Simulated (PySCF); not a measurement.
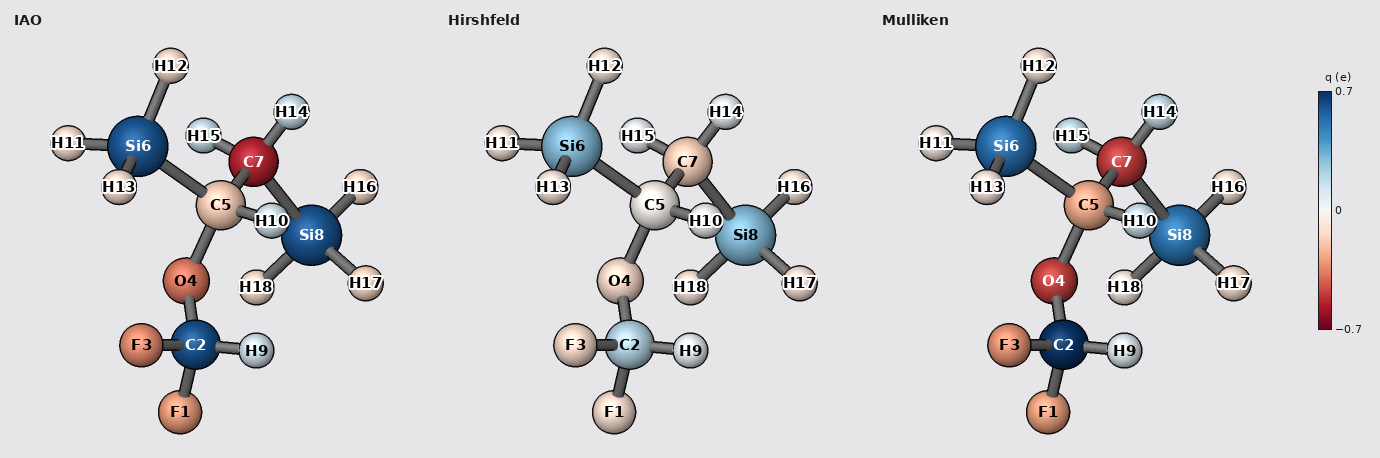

Atomic charges of one calculation by 3 schemes, on one colour scale. The computed structure is the end point of a GFN2-xTB optimisation. No frequency run is at hand to confirm it as a minimum. Level of theory: PBE0/pcSseg-1 (PySCF 2.14.0).

Question: On which atom do the schemes disagree most?

Answer: On C2 (from 0.20 to 0.69 e).

List the charges (e), one line for each set of equivalent atoms.

| atom | IAO | Hirshfeld | Mulliken |
| --- | --- | --- | --- |
| F1 | −0.29 | −0.10 | −0.28 |
| C2 | 0.61 | 0.20 | 0.69 |
| F3 | −0.32 | −0.12 | −0.31 |
| O4 | −0.37 | −0.12 | −0.48 |
| C5 | −0.17 | −0.03 | −0.26 |
| Si6 | 0.60 | 0.30 | 0.53 |
| C7 | −0.54 | −0.16 | −0.49 |
| Si8 | 0.60 | 0.30 | 0.51 |
| H9 | 0.12 | 0.04 | 0.07 |
| H10 | 0.13 | 0.04 | 0.14 |
| H11 | −0.10 | −0.07 | −0.06 |
| H12 | −0.12 | −0.08 | −0.09 |
| H13 | −0.10 | −0.07 | −0.06 |
| H14 | 0.16 | 0.05 | 0.15 |
| H15 | 0.15 | 0.04 | 0.16 |
| H16 | −0.12 | −0.08 | −0.09 |
| H17 | −0.13 | −0.08 | −0.10 |
| H18 | −0.10 | −0.07 | −0.05 |

The geometry is semi-empirical. Around Si such bond lengths and angles can be off by a tenth of an ångström or more and by several degrees, and values that hang on the shape move with them.
